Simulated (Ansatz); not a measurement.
## Electronic structure of CH$_{2}$AlB in real space

```xyz
5

B     0.5878   -0.6953    1.7107
C    -0.3386   -1.1940    0.8099
Al   -0.0659    0.2853   -0.4275
H    -1.0475    0.0361   -1.6632
H     0.8643    1.5679   -0.4299
```

Computed with Ansatz 0.2.0, RKS r2SCANh-D4/def2-SVP.

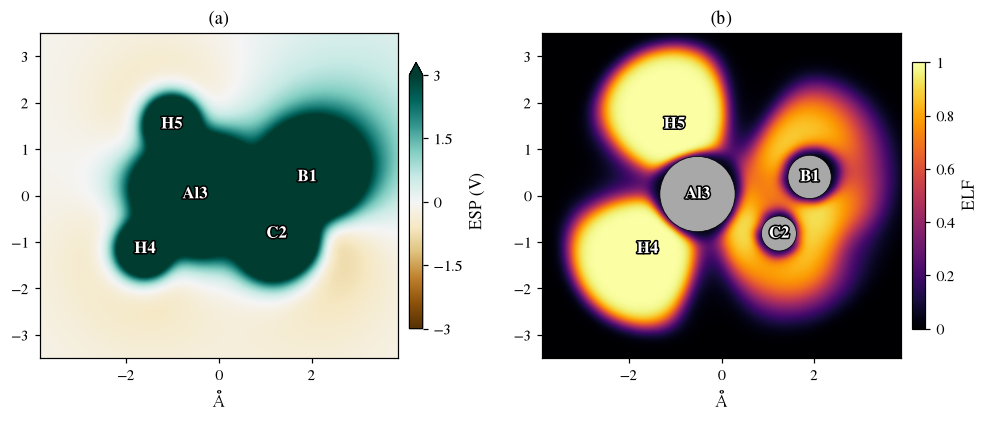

Figure 1. (a) molecular electrostatic potential; (b) ELF on the molecular plane. Grey discs cover the atomic cores in the ELF map.

Interpret the plot.

The section cuts through B, C, Al and H sites. C–B (1.39 Å): the ELF peaks at about 0.70 between the atoms. C–Al (1.95 Å): the ELF peaks at about 0.90 in the valence shell of C, 0.8 Å from its nucleus, and is about 0.70 at the midpoint. Al–B (2.44 Å): the ELF peaks at about 0.75 in the valence shell of B, 0.9 Å from its nucleus, and is about 0.70 at the midpoint. Al–H (1.58 Å): the ELF climbs to about 1 towards the hydrogen. The ELF also peaks beside B1, away from the bonds: lone-pair regions. Outside the dense part of the molecule the potential is most negative (−0.8 V) near C2.

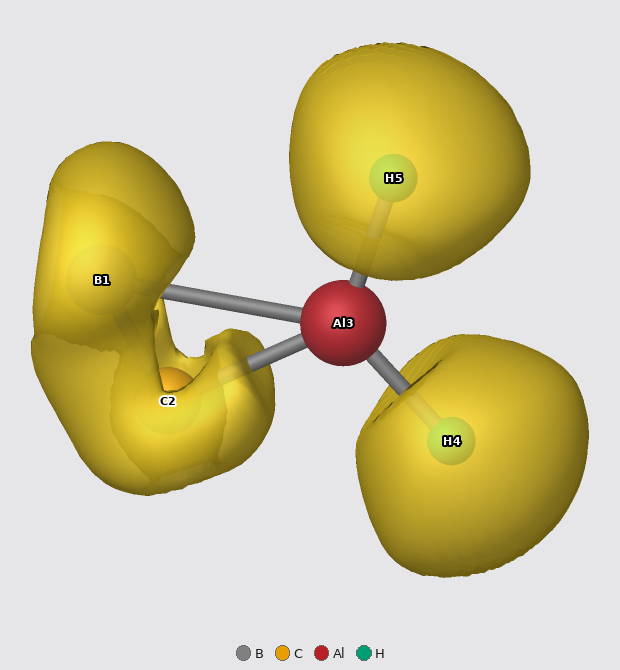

Figure 2. Isosurface of the electron localisation function at 0.8 (yellow), seen at a tilt. Core shells and regions of very low density are left out.

Where are the electrons localised?

The surface consists of one region between bonded B–C atoms (shared pairs) and two regions around hydrogen nuclei.

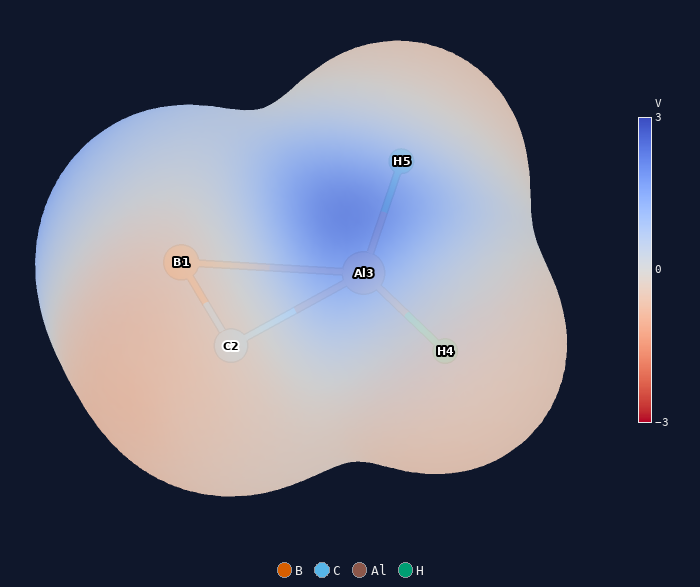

Figure 3. The electrostatic potential painted on the density surface at 0.001 e/bohr³, seen at a tilt; red is negative and blue positive.

Where is the surface potential most negative and most positive?

The most negative region (about −0.7 V) lies over C2, the most positive (about +2.1 V) over Al3.
